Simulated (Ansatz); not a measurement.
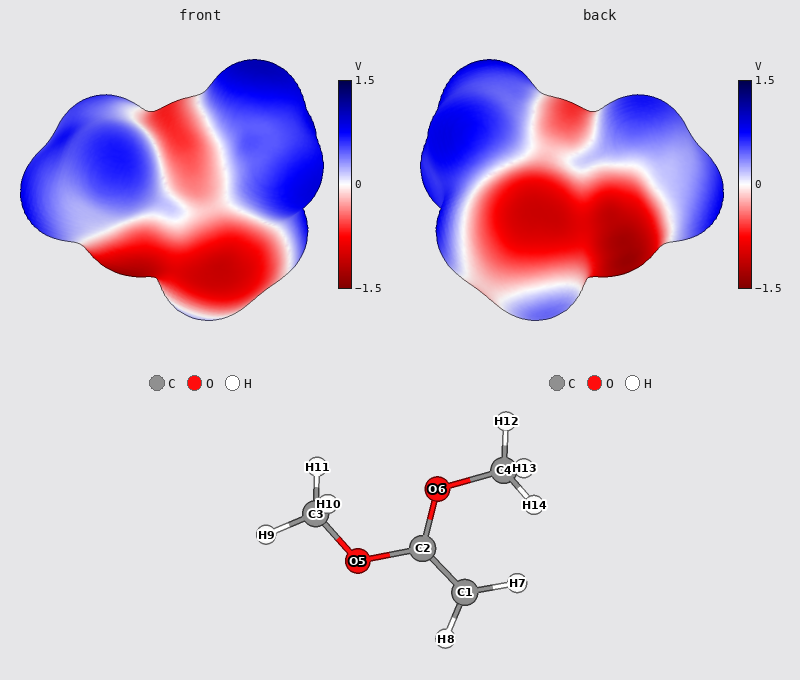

Figure. C₄H₈O₂ (SMILES C=C(OC)OC). The electrostatic potential painted on the density surface at 0.002 e/bohr³, seen from the front and from behind; the colour scale runs from red (negative) to blue (positive). The bare structure is drawn below in the same view.

Geometry: PBE-D3(BJ)/def2-SVP.

These are results of isolated molecule in a Gaussian basis; Kohn-Sham density functional theory, functional PBE0 (Ansatz 0.2.0), not measurements.

```yaml
atoms:
  - { symbol: C, position_ang: [-1.1627, 1.1164, -0.9911] }
  - { symbol: C, position_ang: [-0.0615, 0.4719, -0.5337] }
  - { symbol: C, position_ang: [2.2378, 0.4068, 0.1187] }
  - { symbol: C, position_ang: [-1.1404, -1.6257, -0.2924] }
  - { symbol: O, position_ang: [1.1166, 1.1226, -0.3825] }
  - { symbol: O, position_ang: [0.0296, -0.8370, -0.1804] }
  - { symbol: H, position_ang: [-2.1219, 0.6068, -1.1242] }
  - { symbol: H, position_ang: [-1.0819, 2.1817, -1.2353] }
  - { symbol: H, position_ang: [3.0665, 1.1380, 0.1572] }
  - { symbol: H, position_ang: [2.0543, 0.0038, 1.1374] }
  - { symbol: H, position_ang: [2.5229, -0.4387, -0.5429] }
  - { symbol: H, position_ang: [-0.8692, -2.6447, 0.0400] }
  - { symbol: H, position_ang: [-1.5034, -1.6622, -1.3435] }
  - { symbol: H, position_ang: [-1.9571, -1.2299, 0.3511] }
```

Which sites attract a positive test charge, and which a negative one?

A positive charge is drawn to the negative regions and a negative charge to the positive ones. The most negative region (about −1.3 V) lies over O5, the most positive (about +1.0 V) over H12. O5 is the likeliest acceptor of a hydrogen bond.

What dipole moment does the calculation give?

Its dipole moment is 1.99 D.
